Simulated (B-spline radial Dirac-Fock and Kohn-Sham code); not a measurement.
# An X-ray data sheet for Rh³⁹⁺, step by step

Aim: for rhodium as Rh³⁹⁺, compute its X-ray form factor and Compton profile, the binding energy of each subshell, how cheaper methods do for the levels and its two-hole states.

Method: a free atom or ion on a radial basis; each step names its model; computed with B-spline radial Dirac-Fock and Kohn-Sham code, version 2.

### 1 What is computed

Rh³⁹⁺, configuration 1s2 2s2 2p2.

* nuclear charge: 45
* electrons: 6
* mass number: 103
* nuclear rms radius: 4.4945 fm

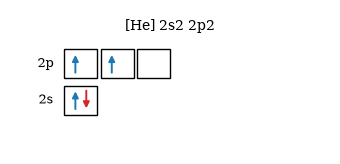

The shells outside the core; arrows follow Hund's rule for the drawing alone (heavy ions are jj-coupled), while the calculation averages over the configuration.

### 2 X-ray scattering functions

Model: Dirac-Fock average of configuration, finite nucleus; form factor of the spherical density, Waller-Hartree incoherent function, impulse-approximation Compton profiles.

Settings, as recorded:

```ini
task = scatter
Z = 45
charge = 39
configuration = 1s2 2s2 2p2
mass_number = 103
rms_radius = 4.4945  # fm
s = [0.0, 0.05, 0.1, 0.15, 0.2, 0.25, 0.3, 0.35, 0.4, 0.45, 0.5, 0.6, 0.7, 0.8, 0.9, 1.0, 1.1, 1.2, 1.4, 1.6, 1.8, 2.0, 2.5, 3.0, 3.5, 4.0, 5.0, 6.0]  # 1/A
pz = [0, 0.1, 0.14, 0.2, 0.29, 0.42, 0.6, 0.86, 1.2, 1.8, 2.5, 3.6, 5.1, 7.3, 10.0, 15.0, 21.0, 31.0, 44.0, 63.0, 90.0]  # a.u.
photon_energy = [1000, 2000, 5000, 8047.8, 10000, 20000, 500000, 1000000]  # eV
```

### 3 Core and valence levels

Model: Dirac-Fock average of configuration, Delta-SCF, finite nucleus, first-order Breit with its frequency dependence, self-energy and vacuum polarisation.

Recorded inputs:

```ini
task = binding
```

### 4 The levels by Dirac LDA

Model: Dirac-Kohn-Sham LDA (Slater exchange, VWN correlation), finite nucleus, spherical and without spin polarisation.

The run's settings:

```ini
task = binding-ladder
method = lda,vwn
relativity = dirac
```

### 5 Two holes

Model: Dirac-Fock average of configuration, Delta-SCF, finite nucleus, first-order Breit with its frequency dependence, self-energy and vacuum polarisation; two-hole levels by intermediate coupling within the shell, Auger rates as independent-particle Coulomb matrix elements.

Recorded inputs:

```ini
task = double
```

### 6 non-relativistic HF, for comparison

Model: non-relativistic Hartree-Fock, average of configuration, point nucleus.

Settings, as recorded:

```ini
task = binding-ladder
method = hf
relativity = nr
```

(Steps that only read results are left out.)

**Question.** What will these runs give? Wanted: rms radius of the electron cloud; form factor halves at; Compton profile at zero; deepest level listed, K; least bound, L2,3; Dirac LDA, K: eigenvalue / ΔSCF; largest U, K K; non-relativistic HF, 1s: eigenvalue / ΔSCF.

**Answer**, as computed:

| quantity | value |
| --- | --- |
| rms radius of the electron cloud | 0.114 bohr |
| form factor halves at | 3.0 1/Å |
| Compton profile at zero | 0.2234 1/a.u. |
| deepest level listed, K (1s) | 26423.4 eV |
| least bound, L2,3 (2p) | 5852.4 eV |
| ionisation energy, NIST (semi-empirical) | 5940.00 eV |
| Dirac LDA, K: eigenvalue / ΔSCF | 26148.1 / 26494.0 eV |
| largest U, K K | 806.5 eV |
| non-relativistic HF, 1s: eigenvalue / ΔSCF | 25781.6 / 25772.5 eV |

In words: f falls from 6 to half of that at s = 3.0 1/Å. Incoherent scattering outweighs coherent from 500 keV on, among the energies asked. For K (1s), relaxation takes off 10.0 eV, Breit terms shift it by -39.43 and QED by -22.99 eV. NIST's ionisation energy differs by +87.57 eV from the least binding energy; the calculation averages open shells over their j components and terms. Dirac LDA misses the K level by -1.0 % with its eigenvalue and by +0.3 % with ΔSCF, so total-energy differences mend most of the error. Two holes repel most in K K, by 806.5 eV, and least in L1 L1, by 182.4 eV. Non-relativistic HF misses the 1s level by -2.4 % with its eigenvalue and by -2.5 % with ΔSCF, as relativity is missing. The Hartree-Fock and Dirac-Fock values hold no electron correlation.
